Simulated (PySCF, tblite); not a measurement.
**C₅H₁₃F₃Si₂: geometry, infrared bands and NMR shifts**

What infrared bands and NMR shifts should C₅H₁₃F₃Si₂ (`CC[C@H]([SiH3])C[SiH2]C(F)(F)F`) show?

The runs use tblite 0.8.0 and PySCF 2.14.0, with density-fitted response routines of our own; the level of theory stands in each step. All values are computed, except where a source is named. Atoms are numbered from 0 throughout.

### 1 The starting structure

23 atoms, charge 0, multiplicity 1; geometry from: force field or distance geometry start.

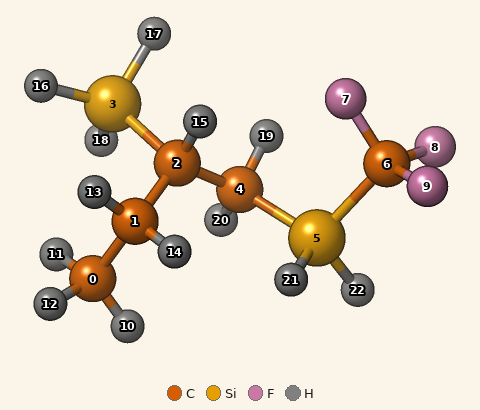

The starting geometry (carbon orange, silicon amber, fluorine pink, hydrogen grey), atoms numbered.

### 2 Relaxing the molecule with GFN2-xTB

What the job is given:

```
{"job": {"kind": "relax", "xc": "GFN2-xTB", "basis": "xTB"}, "charge": 0, "multiplicity": 1}
C     -2.422200    -0.781900     0.269100
C     -1.322900    -0.079000     0.978200
C     -0.353000     0.669500     0.141400
Si    -1.187200     2.051800    -0.865600
C      0.464800    -0.110400    -0.808500
Si     1.551300    -1.379500    -0.018200
C      3.183000    -0.545500     0.372200
F      2.891500     0.769900     0.698500
F      3.996300    -0.515500    -0.764600
F      3.826700    -1.178500     1.434400
H     -2.142900    -1.770600    -0.120200
H     -2.959200    -0.153200    -0.473700
H     -3.211000    -0.978500     1.070400
H     -1.777000     0.628000     1.711800
H     -0.778700    -0.826200     1.627200
H      0.327600     1.220300     0.844300
H     -2.219800     2.748900    -0.090900
H     -0.112000     2.993000    -1.172600
H     -1.691500     1.537900    -2.138200
H      1.180900     0.640500    -1.274600
H     -0.097000    -0.494500    -1.691900
H      0.984700    -1.955400     1.202300
H      1.862800    -2.464000    -0.920900
```

Launch:

```console
> OMP_NUM_THREADS=1 python probes_run.py task.json out
```

The driver reads the jobs from task.json and runs them one after another.

The program printed:

```text
step      E/eV     max force
  0    -951.40724    2.561
  1    -951.80878    1.166
  2    -951.92724    0.811
  3    -952.01552    0.634
  4    -952.05269    0.353
  5    -952.06757    0.346
  6    -952.08032    0.294
  7    -952.09086    0.253
  8    -952.10092    0.218
  9    -952.10993    0.236
 10    -952.11865    0.247
 11    -952.12643    0.224
 12    -952.13335    0.242
 13    -952.14019    0.193
 14    -952.14725    0.217
 15    -952.15439    0.235
 16    -952.16154    0.313
 17    -952.16807    0.283
 18    -952.17349    0.169
 19    -952.17757    0.136
 20    -952.18024    0.119
 21    -952.18216    0.138
 22    -952.18395    0.097
 23    -952.18584    0.119
 24    -952.18792    0.114
 25    -952.18992    0.118
 26    -952.19146    0.106
 27    -952.19251    0.059
 28    -952.19321    0.056
 29    -952.19372    0.059
 30    -952.19416    0.055
 31    -952.19461    0.052
 32    -952.19507    0.055
 33    -952.19550    0.044
 34    -952.19586    0.036
 35    -952.19613    0.035
 36    -952.19636    0.033
 37    -952.19660    0.039
 38    -952.19688    0.038
 39    -952.19722    0.043
 40    -952.19756    0.046
 41    -952.19790    0.036
 42    -952.19823    0.039
 43    -952.19859    0.040
 44    -952.19892    0.038
 45    -952.19919    0.035
 46    -952.19939    0.028
 47    -952.19960    0.036
 48    -952.19986    0.042
 49    -952.20017    0.044
 50    -952.20046    0.041
 51    -952.20068    0.026
 52    -952.20085    0.030
 53    -952.20104    0.031
 54    -952.20126    0.037
 55    -952.20154    0.040
 56    -952.20190    0.044
 57    -952.20231    0.052
 58    -952.20273    0.051
 59    -952.20309    0.041
 60    -952.20340    0.037
 61    -952.20370    0.041
 62    -952.20405    0.045
 63    -952.20439    0.037
 64    -952.20469    0.039
 65    -952.20495    0.038
 66    -952.20523    0.049
 67    -952.20554    0.052
 68    -952.20584    0.045
 69    -952.20618    0.044
 70    -952.20670    0.052
 71    -952.20718    0.073
 72    -952.20832    0.102
 73    -952.20947    0.086
 74    -952.21054    0.057
 75    -952.21131    0.049
 76    -952.21189    0.058
 77    -952.21267    0.068
 78    -952.21282    0.125
 79    -952.21071    0.330
 80    -952.21408    0.036
 81    -952.21448    0.036
 82    -952.21466    0.188
 83    -952.21553    0.033
 84    -952.21586    0.032
 85    -952.21661    0.088
 86    -952.21691    0.036
 87    -952.21714    0.036
 88    -952.21756    0.030
 89    -952.21797    0.045
 90    -952.21829    0.044
 91    -952.21855    0.033
 92    -952.21879    0.033
 93    -952.21905    0.039
 94    -952.21951    0.057
 95    -952.22001    0.047
 96    -952.22034    0.034
 97    -952.22061    0.034
 98    -952.22090    0.039
 99    -952.22108    0.071
100    -952.22150    0.033
101    -952.22179    0.032
102    -952.22208    0.032
103    -952.22231    0.035
104    -952.22272    0.033
105    -952.22304    0.036
106    -952.22326    0.034
107    -952.22343    0.028
108    -952.22367    0.031
109    -952.22390    0.045
110    -952.22410    0.023
111    -952.22425    0.023
112    -952.22437    0.023
113    -952.22455    0.025
114    -952.22485    0.034
115    -952.22519    0.036
116    -952.22550    0.030
117    -952.22575    0.034
118    -952.22600    0.037
119    -952.22632    0.039
120    -952.22676    0.044
121    -952.22718    0.099
122    -952.22770    0.051
123    -952.22816    0.044
124    -952.22859    0.041
125    -952.22890    0.040
126    -952.22956    0.047
127    -952.23015    0.049
128    -952.23072    0.049
129    -952.23120    0.047
130    -952.23172    0.046
131    -952.23227    0.049
132    -952.23278    0.059
133    -952.23312    0.035
134    -952.23340    0.059
135    -952.23368    0.056
136    -952.23424    0.039
137    -952.23456    0.034
138    -952.23490    0.037
139    -952.23515    0.033
140    -952.23543    0.035
141    -952.23570    0.034
142    -952.23593    0.033
143    -952.23612    0.033
144    -952.23629    0.038
145    -952.23646    0.032
146    -952.23665    0.030
147    -952.23686    0.037
148    -952.23705    0.037
149    -952.23729    0.037
150    -952.23750    0.040
151    -952.23769    0.033
152    -952.23789    0.033
153    -952.23817    0.032
154    -952.23850    0.046
155    -952.23881    0.052
156    -952.23906    0.047
157    -952.23932    0.041
158    -952.23960    0.045
159    -952.24001    0.047
160    -952.24041    0.053
161    -952.24077    0.047
162    -952.24113    0.048
163    -952.24158    0.043
164    -952.24213    0.052
165    -952.24283    0.072
166    -952.24354    0.069
167    -952.24421    0.036
168    -952.24451    0.030
169    -952.24481    0.030
170    -952.24511    0.043
171    -952.24547    0.046
172    -952.24579    0.033
173    -952.24609    0.031
174    -952.24632    0.026
175    -952.24654    0.035
176    -952.24669    0.027
177    -952.24686    0.027
178    -952.24704    0.024
179    -952.24718    0.026
180    -952.24733    0.023
181    -952.24750    0.024
182    -952.24768    0.029
183    -952.24784    0.032
184    -952.24795    0.031
185    -952.24804    0.030
186    -952.24815    0.029
187    -952.24827    0.031
188    -952.24838    0.028
189    -952.24849    0.025
190    -952.24858    0.023
191    -952.24869    0.023
192    -952.24881    0.023
193    -952.24893    0.029
194    -952.24906    0.030
195    -952.24925    0.038
196    -952.24951    0.035
197    -952.24986    0.041
198    -952.25019    0.034
199    -952.25051    0.035
200    -952.25080    0.032
201    -952.25109    0.028
202    -952.25132    0.027
203    -952.25148    0.026
204    -952.25161    0.026
205    -952.25173    0.024
206    -952.25184    0.018
207    -952.25189    0.036
208    -952.25194    0.023
209    -952.25198    0.016
210    -952.25203    0.013
211    -952.25206    0.013
212    -952.25210    0.013
213    -952.25212    0.009
```

It took 2 s on 1 thread of Arm Neoverse V2, shared host.

Relaxation path: (not every step is listed)

```csv
step,energy from step 0 (eV),largest force (eV/Å)
0,0.0000,2.5606
1,-0.4015,1.1663
2,-0.5200,0.8110
3,-0.6083,0.6338
4,-0.6454,0.3528
5,-0.6603,0.3461
6,-0.6731,0.2945
7,-0.6836,0.2528
8,-0.6937,0.2181
28,-0.7860,0.0563
48,-0.7926,0.0420
68,-0.7986,0.0447
88,-0.8103,0.0299
108,-0.8164,0.0311
128,-0.8235,0.0487
148,-0.8298,0.0370
168,-0.8373,0.0305
188,-0.8411,0.0279
208,-0.8447,0.0233
209,-0.8447,0.0160
210,-0.8448,0.0128
211,-0.8448,0.0135
212,-0.8449,0.0132
213,-0.8449,0.0094
```

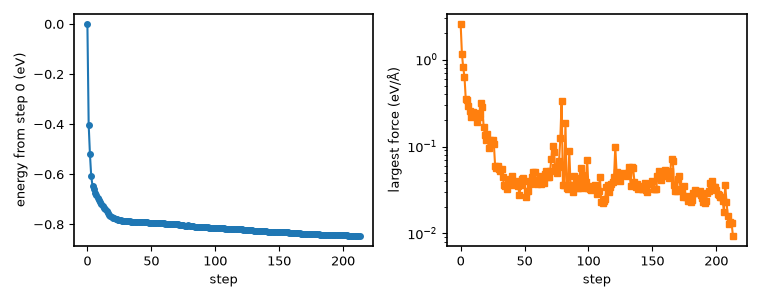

Energy and largest force along the relaxation.

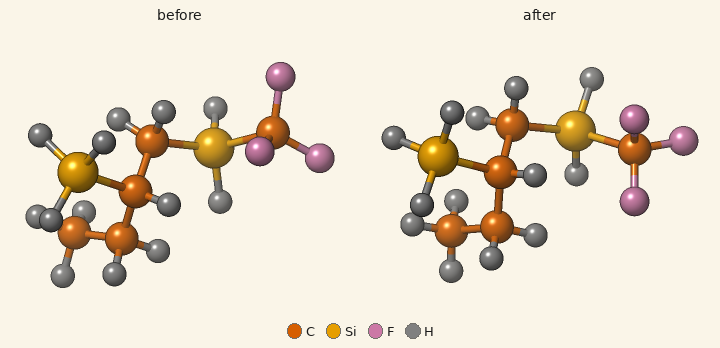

Before and after, at one scale.

Distances of close pairs at the start and the end, largest changes first:

```csv
bond,before (Å),after (Å),change (Å)
Si5–C6,1.874,1.951,+0.077
C2–C4,1.476,1.537,+0.060
C0–H12,1.141,1.088,-0.054
C4–Si5,1.848,1.899,+0.051
C6–F8,1.398,1.351,-0.047
C1–C2,1.484,1.530,+0.046
C6–F9,1.394,1.349,-0.045
C4–H19,1.137,1.095,-0.043
```

The end geometry stands in the next job.

### 3 Infrared spectrum with GFN2-xTB

What the job is given:

```
{"job": {"kind": "ir", "xc": "GFN2-xTB", "basis": "xTB"}, "charge": 0, "multiplicity": 1}
C     -2.241130    -0.679505     0.529925
C     -1.046541     0.133396     1.009506
C     -0.234327     0.784581    -0.111702
Si    -1.229514     2.079537    -1.110284
C      0.399399    -0.238344    -1.067298
Si     1.518336    -1.553057    -0.276091
C      2.789006    -0.595553     0.853167
F      2.260744    -0.162512     2.017581
F      3.304442     0.499025     0.252703
F      3.845517    -1.362974     1.192873
H     -1.925928    -1.501757    -0.108028
H     -2.932432    -0.051371    -0.027333
H     -2.773292    -1.099785     1.380606
H     -1.402509     0.921825     1.677067
H     -0.390755    -0.513936     1.601277
H      0.584324     1.323457     0.378997
H     -2.010762     2.904355    -0.189045
H     -0.281971     2.903007    -1.863522
H     -2.118161     1.404680    -2.061210
H      1.000228     0.310396    -1.799365
H     -0.381345    -0.740414    -1.640564
H      0.892583    -2.514834     0.630425
H      2.369333    -2.223232    -1.259608
```

The program printed:

```text
mode    cm-1     km/mol
  1      25.9      0.09
  2      41.8      1.15
  3      54.3      1.88
  4      72.0      0.44
  5     118.8      0.35
  6     134.3      0.59
  7     164.9      1.41
  8     187.0      0.09
  9     204.4      0.11
 10     222.9      0.76
 11     269.1      0.85
 12     292.0      6.39
 13     333.9      1.36
 14     383.9     52.24
 15     444.2     30.98
 16     453.1      3.31
 17     460.9      6.15
 18     479.3     22.37
 19     544.4     74.27
 20     567.0     35.50
 21     580.4     33.42
 22     653.1      9.16
 23     675.6    158.58
 24     701.3     34.16
 25     756.2     53.59
 26     769.0    227.32
 27     773.4    503.53
 28     787.6    163.32
 29     803.1    131.88
 30     806.7    105.27
 31     828.1     33.46
 32     930.4      4.89
 33    1014.0      0.57
 34    1019.4    213.89
 35    1020.5    209.12
 36    1056.0      0.83
 37    1086.6     23.48
 38    1141.6     83.39
 39    1151.6      5.00
 40    1162.8      9.62
 41    1211.6     20.20
 42    1256.5      3.69
 43    1287.0      4.13
 44    1319.9      0.60
 45    1357.1      2.46
 46    1413.9      6.59
 47    1462.3      0.97
 48    1492.8      2.53
 49    1502.2      3.67
 50    1511.3      1.17
 51    2243.2    310.65
 52    2264.7    187.75
 53    2273.4    259.59
 54    2284.7    506.97
 55    2295.2    118.67
 56    2921.3     26.30
 57    2935.5     57.07
 58    2940.4     38.54
 59    2974.7     28.44
 60    2980.5     23.12
 61    3031.1     45.17
 62    3033.8     50.15
 63    3040.4     22.36
```

Wall time 1.1 s (1 thread of Arm Neoverse V2, shared host).

The strongest bands and the atoms that carry them (share of the mass-weighted mode):

```csv
cm⁻¹,km/mol,atoms
769,227.3,"H16 44 %, H18 18 %, H17 13 %"
773,503.5,"H21 23 %, H22 22 %, H16 17 %, H17 17 %"
1019,213.9,"C6 70 %, F8 16 %, F9 11 %"
1020,209.1,"C6 69 %, F7 17 %"
2243,310.6,H18 94 %
2265,187.8,H17 93 %
2273,259.6,H16 94 %
2285,507.0,"H22 61 %, H21 32 %"
```

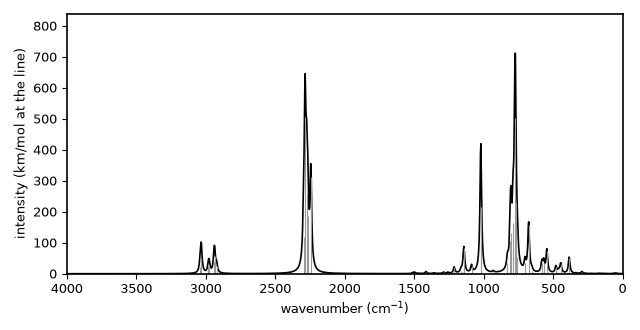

The infrared spectrum from these modes, unscaled. Lines are broadened to a width of 14 cm⁻¹ (Lorentzian).

### 4 Shielding tensors: PBE0/pcSseg-1

Same as in step 3 but for these lines:

```diff
@@ -1,2 +1,2 @@
-{"job": {"kind": "ir", "xc": "GFN2-xTB", "basis": "xTB"}, "charge": 0, "multiplicity": 1}
+{"job": {"kind": "nmr", "xc": "PBE0", "basis": "pcSseg-1"}, "charge": 0, "multiplicity": 1}
 C     -2.241130    -0.679505     0.529925
```

Method: GIAO PBE0/pcSseg-1 NMR shielding, non-relativistic, gas phase.

The program printed:

```text
coarse grid: 20000 points
cycle   1  E = -1075.8079514430  dE =  9.025e-01  |g| = 8.988e-01  |ddm| = 4.126e+00
cycle   2  E = -1075.6641722382  dE =  1.438e-01  |g| = 1.322e+00  |ddm| = 1.213e+00
cycle   3  E = -1075.9558391163  dE = -2.917e-01  |g| = 5.718e-02  |ddm| = 7.200e-01
cycle   4  E = -1075.9563056014  dE = -4.665e-04  |g| = 3.254e-02  |ddm| = 6.910e-02
cycle   5  E = -1075.9565335029  dE = -2.279e-04  |g| = 7.502e-03  |ddm| = 2.885e-02
cycle   6  E = -1075.9565463443  dE = -1.284e-05  |g| = 1.790e-03  |ddm| = 9.639e-03
cycle   7  E = -1075.9565470814  dE = -7.372e-07  |g| = 4.965e-04  |ddm| = 2.089e-03
final grid: 184544 points
cycle   8  E = -1076.0346761859  dE = -6.977e-05  |g| = 9.496e-03  |ddm| = 3.670e-02
cycle   9  E = -1076.0346615886  dE =  1.460e-05  |g| = 1.261e-02  |ddm| = 1.778e-02
cycle  10  E = -1076.0346973962  dE = -3.581e-05  |g| = 8.269e-04  |ddm| = 1.028e-02
cycle  11  E = -1076.0346975153  dE = -1.192e-07  |g| = 3.324e-04  |ddm| = 9.542e-04
cycle  12  E = -1076.0346975377  dE = -2.237e-08  |g| = 7.126e-05  |ddm| = 2.673e-04
cycle  13  E = -1076.0346975386  dE = -9.500e-10  |g| = 2.520e-05  |ddm| = 8.481e-05
converged SCF energy = -1076.0346975386

GIAO shielding tensors (ppm)
atom      isotropic    diamagn.    paramagn.     s11        s22        s33       span
  0 C      175.938     249.738     -73.801    166.506    175.540    185.767     19.260
  1 C      158.446     249.159     -90.713    151.125    155.063    169.149     18.023
  2 C      167.390     252.000     -84.611    157.328    167.553    177.288     19.960
  3 Si     409.742     881.408    -471.666    369.423    388.951    470.852    101.428
  4 C      175.603     254.946     -79.342    162.374    170.378    194.059     31.685
  5 Si     394.427     879.891    -485.465    354.910    396.109    432.261     77.351
  6 C       46.699     251.577    -204.879     42.164     43.606     54.326     12.162
  7 F      240.194     478.356    -238.162    136.501    252.583    331.499    194.997
  8 F      244.245     476.645    -232.400    139.425    261.266    332.044    192.620
  9 F      238.366     469.151    -230.785    138.502    247.042    329.554    191.051
 10 H       30.783      32.356      -1.573     25.909     31.145     35.295      9.386
 11 H       30.939      31.095      -0.155     25.584     30.313     36.920     11.335
 12 H       30.589      29.332       1.256     25.921     27.327     38.518     12.597
 13 H       29.977      32.892      -2.915     25.573     28.091     36.267     10.694
 14 H       29.760      33.879      -4.118     24.416     29.762     35.103     10.687
 15 H       29.977      35.489      -5.512     25.938     28.527     35.466      9.528
 16 H       27.809      30.095      -2.286     24.135     25.532     33.761      9.626
 17 H       27.870      29.972      -2.102     24.175     26.115     33.320      9.145
 18 H       27.872      30.336      -2.465     24.601     26.617     32.397      7.796
 19 H       30.325      32.871      -2.546     24.799     29.691     36.485     11.686
 20 H       30.673      33.680      -3.007     26.358     29.828     35.833      9.475
 21 H       27.205      29.411      -2.207     24.019     26.104     31.491      7.471
 22 H       27.476      28.103      -0.627     23.579     25.676     33.173      9.594
```

It took 69 s on 1 thread of Arm Neoverse V2, shared host; peak memory 1.1 GiB.

The references, computed at this level on geometries of the same kind, shield at (ppm): 1H TMS 31.72, 13C TMS 186.9, 29Si TMS 349.2, 19F CFCl3 170.9. Their shielding less the atom's gives the shift. The references are single molecules in the gas phase, so shifts against H2O, NH3, PH3, H3PO4 or CFCl3 are not on the usual liquid scales and can be off by tens of ppm. Atoms listed in one row are averaged.

```csv
atoms,environment,σ (ppm),δ (ppm),δ scaled to CDCl3
C6,CF3 carbon,46.7,140.2,134.9
C1,sp3 CH2,158.4,28.5,25.9
C2,sp3 CH bonded to Si,167.4,19.5,17.2
C4,sp3 CH2 bonded to Si,175.6,11.3,9.1
C0,methyl carbon,175.9,11.0,8.8
H21,hydrogen on a silicon bonded to 2 C,27.20,4.51,–
H22,hydrogen on a silicon bonded to 2 C,27.48,4.24,–
"H16, H17, H18",hydrogen on a silicon bonded to C,27.85,3.87,–
H14,hydrogen on an sp3 CH2,29.76,1.96,1.95
H13,hydrogen on an sp3 CH2,29.98,1.74,1.75
H15,hydrogen on an sp3 CH bonded to Si,29.98,1.74,1.75
H19,hydrogen on an sp3 CH2 bonded to Si,30.32,1.39,1.42
H20,hydrogen on an sp3 CH2 bonded to Si,30.67,1.04,1.09
"H10, H11, H12",hydrogen on a methyl carbon,30.77,0.95,1.00
Si5,"silicon bonded to 2 C, 2 H",394.4,-45.3,–
Si3,"silicon bonded to C, 3 H",409.7,-60.6,–
"F7, F8, F9",fluorine of a CF3 group,240.9,-70.0,–
```

The scaled column applies a straight-line fit of computed shieldings to shifts measured in CDCl3, and one for carbons that bear F (root-mean-square error 0.16 ppm for H, 1.9 ppm for C).

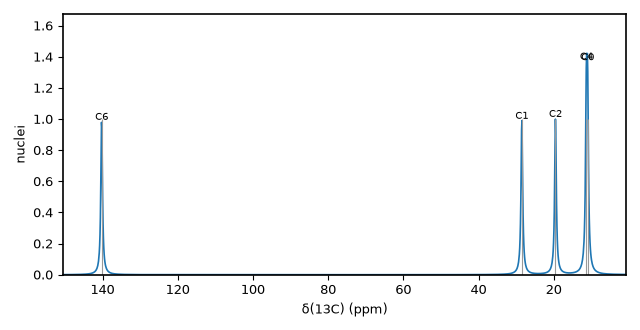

13C lines at the computed shifts, without couplings. Lines are broadened to a width of 0.52 ppm (Lorentzian).

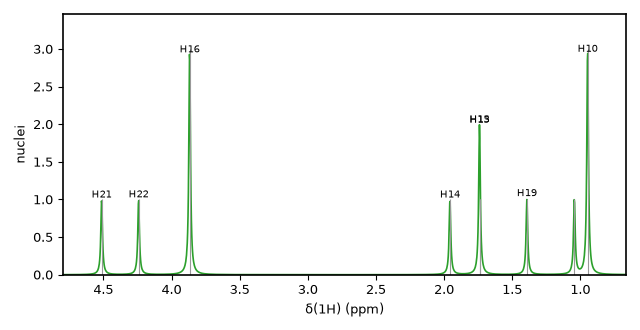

1H lines at the computed shifts, without couplings. Lines are broadened to a width of 0.01 ppm (Lorentzian).

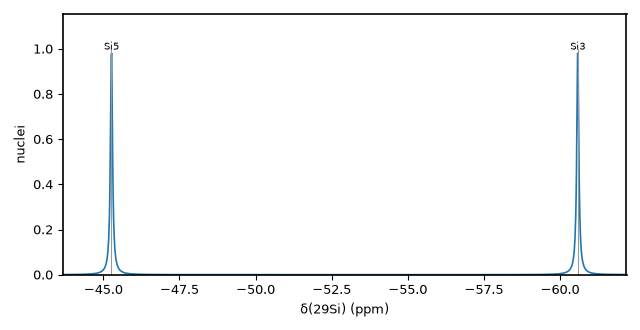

29Si lines at the computed shifts, without couplings. Lines are broadened to a width of 0.08 ppm (Lorentzian).

The run also stored atomic charges by several schemes (e):

```csv
atoms,Mulliken,IAO,Hirshfeld,ESP fit
C0,-0.28,-0.42,-0.12,-0.39
C1,-0.24,-0.24,-0.07,0.26
C2,-0.54,-0.36,-0.10,-0.17
Si3,0.48,0.58,0.31,0.31
C4,-0.51,-0.53,-0.15,-0.18
Si5,0.60,0.72,0.33,0.24
C6,0.53,0.55,0.17,0.43
"F7, F8, F9",-0.28,-0.29,-0.10,-0.19
```

Mulliken charges:

C0 -0.28; C1 -0.24; C2 -0.54; Si3 0.48; C4 -0.51; Si5 0.60; C6 0.53; F7 -0.28; F8 -0.28; F9 -0.28; H10 0.11; H11 0.12; H12 0.12; H13 0.13; H14 0.14; H15 0.16; H16 -0.08; H17 -0.07; H18 -0.08; H19 0.17; H20 0.16; H21 -0.04; H22 -0.05

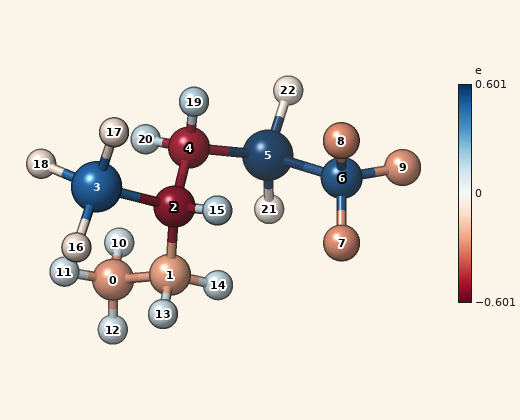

Mulliken charges, as colours on the atoms.

Mayer bond orders: C0–C1 1.04, C1–C2 1.03, C2–Si3 0.89, C2–C4 1.00, C4–Si5 0.93, Si5–C6 0.80, C6–F7 0.95, C6–F8 0.95, C6–F9 0.97.

The fields below are evaluated on a grid from the run's orbitals.

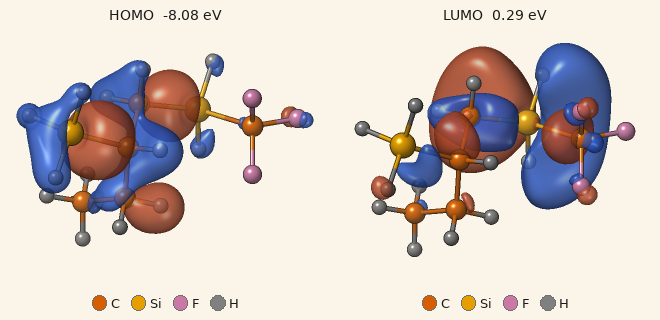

PBE0/pcSseg-1 orbitals near the gap, drawn at the value that encloses 70 % of each; the two colours are the two signs.

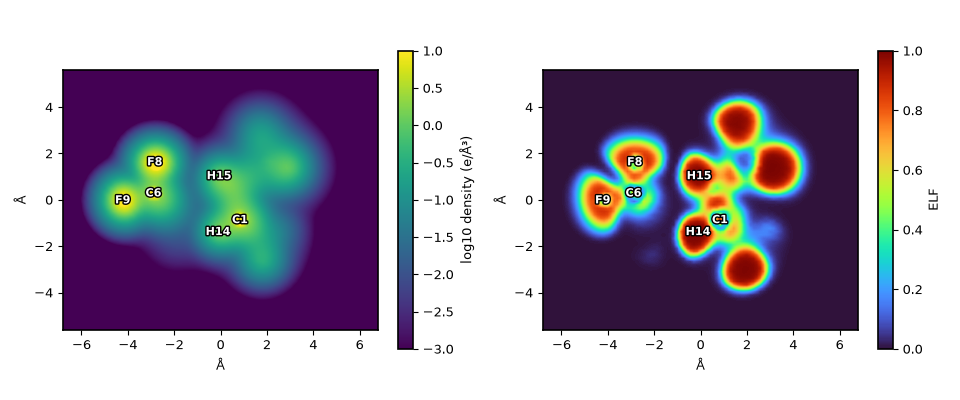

Density (left) and ELF (right) in a plane through or near 6 of the atoms.

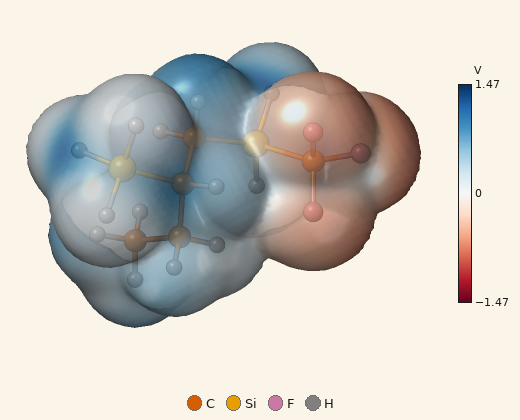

The potential that a unit positive charge feels on the 0.002 e/bohr³ surface, from the 1st to the 99th percentile, from -0.73 V near F9 to 1.47 V near H21.

### 5 What came out

| quantity | value |
| --- | --- |
| strongest single infrared mode (GFN2-xTB) | 2285 cm⁻¹, 507 km/mol |
| zero-point energy (GFN2-xTB) | 103.2 kcal/mol |
| 13C shifts against TMS (PBE0/pcSseg-1) | 140.2, 28.5, 19.5, 11.3, 11.0 ppm |
| 1H shifts against TMS (PBE0/pcSseg-1, means over atoms taken as alike) | 4.51, 4.24, 3.87, 1.96, 1.74, 1.74, 1.39, 1.04, 0.95 ppm |
| 29Si shifts against TMS (PBE0/pcSseg-1) | -45.3, -60.6 ppm |
| 19F shifts against CFCl3 (PBE0/pcSseg-1, means over atoms taken as alike) | -70.0 ppm |
| surface potential, 1st and 99th percentile | -0.73 V and 1.47 V |

What this shows: Over 213 steps the energy fell by 0.845 eV; of the close pairs, Si5–C6 changed most, 1.874 to 1.951 Å. No mode is imaginary among the 63: a minimum at this level. The strongest single mode, at 2285 cm⁻¹, moves mainly H22 and H21. Unscaled tight-binding wavenumbers are off by several per cent, some by more. Its intensities can rank the bands wrongly. At PBE0/pcSseg-1: The widest tensor belongs to F7, F8, F9: span 193 ppm, with a paramagnetic part of -234 ppm.
